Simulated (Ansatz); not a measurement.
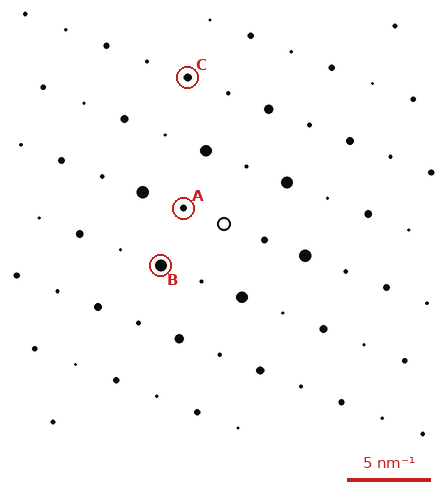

Computed electron diffraction pattern, 300 kV, single scattering only, B = 1 Å². The zone axis points towards the electron source and the pattern is seen from the source side.

Crystal: Mn3SiB, space group Pm-3m (No. 221), a = 3.81 Å. Structure: the end point of a relaxation with DFT PBE, scalar-relativistic, plane waves, PAW in Ansatz 0.2.0; the starting structure was generated, so it need not be a known form of this composition.

```
Si B Mn
1.0
     3.80644    0.00000    0.00000
     0.00000    3.80644    0.00000
     0.00000    0.00000    3.80644
Si B Mn
1 1 3
Direct
  0.00000 0.00000 0.00000
  0.50000 0.50000 0.50000
  0.50000 0.50000 0.00000
  0.50000 0.00000 0.50000
  0.00000 0.50000 0.50000
```

Spot A is indexed 0 0 -1 and spot B -1 1 -1.

Q: Index the other marked spot.

A: C = 4A − 2B = 2 -2 -2 (d = 1.099 Å).

Q: Give [uvw].

A: The cross product of A and B is parallel to [110]; every spot obeys hu + kv + lw = 0.

Q: What are the spacings of A and B and the angle between them?

A: d(A) = 3.806 Å, d(B) = 2.198 Å, and the angle is 54.7°.
